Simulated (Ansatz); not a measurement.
Species, as SMILES: C#N (CH-N).
Atoms: C1, N2, H3. Bonds: C1-N2, C1-H3.

Basis-set convergence of the optimised C1-N2 bond length at MP2 with Ansatz (an electronic-structure program). The reference of a correlated method is not its basis-set limit, which lies further on. Cartesian d functions, on some or all atoms, in 6-31G*, 6-31+G*; all else is spherical. Cores are frozen. Core-valence sets carry the plain set on hydrogen. No added dispersion term, no relativity. Reference: the value in aug-pcseg-3, 1.1624 Å, itself unsure by roughly 0.0011 Å (its mean distance from aug-cc-pVQZ, def2-QZVPPD, pcseg-3). Deviations are taken from unrounded values.

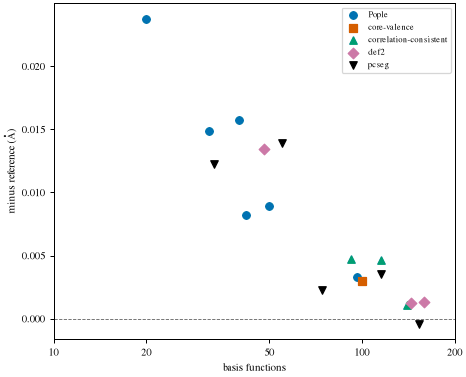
Deviation from the reference against the number of basis functions, by family of sets.

```
basis              functions  optimised C1-N2 bond length (Å)  minus reference (Å)
-----------------  ---------  -------------------------------  -------------------
3-21G                     20                           1.1862               0.0238
6-31G*                    32                           1.1773               0.0149
pcseg-1                   33                           1.1747               0.0123
6-31+G*                   40                           1.1781               0.0157
6-311G**                  42                           1.1706               0.0082
def2-SVPD                 48                           1.1759               0.0135
6-311+G**                 50                           1.1713               0.0089
aug-pcseg-1               55                           1.1763               0.0139
pcseg-2                   74                           1.1646               0.0022
jun-cc-pV(T+d)Z           92                           1.1672               0.0048
6-311++G(3df,3pd)         96                           1.1657               0.0033
cc-pCVTZ                 100                           1.1654               0.0030
aug-cc-pVTZ              115                           1.1670               0.0046
aug-pcseg-2              115                           1.1659               0.0035
cc-pVQZ                  140                           1.1635               0.0011
def2-QZVPP               144                           1.1636               0.0012
pcseg-3                  153                           1.1620              -0.0004
def2-QZVPPD              159                           1.1637               0.0013
```
